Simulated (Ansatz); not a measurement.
Fields on a plane of LiNbO3 (LiNbO3 type, space group R3c)

```xyz
10
Lattice="2.5671 1.4821 4.6088 -2.5671 1.4821 4.6088 0.0000 -2.9642 4.6088" Properties=species:S:1:pos:R:3 pbc="T T T"
Li     0.0000     0.0000     9.7135
Li     0.0000     0.0000     2.8002
Nb     0.0000     0.0000    13.6179
Nb     0.0000     0.0000     6.7046
O     -0.6438     1.4345     8.1221
O      1.5642    -0.1597     8.1221
O     -0.9204    -1.2748     8.1221
O      1.0029     1.3224     5.8176
O      0.6438    -1.5298     5.8176
O     -1.6467     0.2073     5.8176
```

The slice is a (-1 1 0 4) plane (indices of the conventional cell) through the point (0.985, 0.985, 0.985) (fractional), spanned by u = [1 0 -1] and v = [1 -1 1] in vectors of this cell: u (5.13 Å) and v (7.51 Å, at 90° to u). It covers one period; positions are fractions (u, v).

Atoms on it: Nb at (0.00, 0.00); Nb at (0.00, 0.50); O at (0.13, 0.77), 0.2 Å off the plane; O at (0.87, 0.27), 0.2 Å off the plane. Other atoms lie within 1 Å of the plane.

These are PBEsol (plane waves to 420 eV, PAW, scalar-relativistic; Ansatz, a first-principles code) values and carry that method's errors. k mesh 8×8×8. These are valence fields of a PAW run, semicore shells included where kept as valence: close to a nucleus they are smooth pseudo fields. LiNbO3 is run without spin polarisation. LiNbO3 was relaxed with its symmetry unable to fall. The PAW data are Ansatz's earlier set.

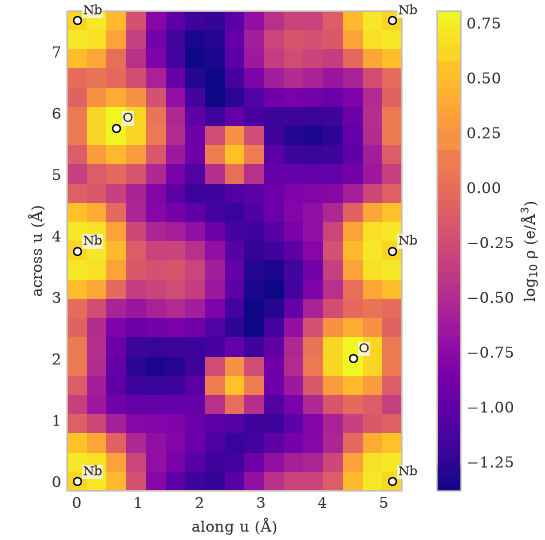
Figure. Log₁₀ of the valence density in e/Å³, one period of the plane, atoms marked. The scale is logarithmic, as a density can span decades between atoms and voids.

```
|..--%%==..                ::++++|
|--..==::                  ::**@@|
|::  ..                    ..--==|
|                              ..|
|                                |
|  ......                        |
|  ......                        |
|..                          ....|
|::  ....                  ..--++|
|--..==::                  ::**@@|
|  --%%==..              ..--**++|
|  ::**--                ..==##..|
|..++++::                ..==%%--|
|--@@**::                  ::==..|
|::==--..                    ..  |
|  ..                            |
|                                |
|                          ......|
|                          ......|
|......                          |
|::++--..                  ....  |
|--@@**::                  ::==..|
|  ++**--..              ..==%%--|
|  ..##==..                --**::|
```
Scale: ten equal steps from 0.000 (start of ' ') to 0.174 (end of '@'), in the order ' .:-=+*#%@'. Values: density of the lowest conduction band (whole band as if filled, smooth part) in e/Å³. The map has 16 points along u (two characters each, u = 0 at the left) and 24 along v (v = 0 in the bottom row). 

Element round which the density of the highest valence band (whole band, smooth part) is largest on this plane: O. Element round which the density of the lowest conduction band (whole band as if filled, smooth part) is largest on this plane: Nb.
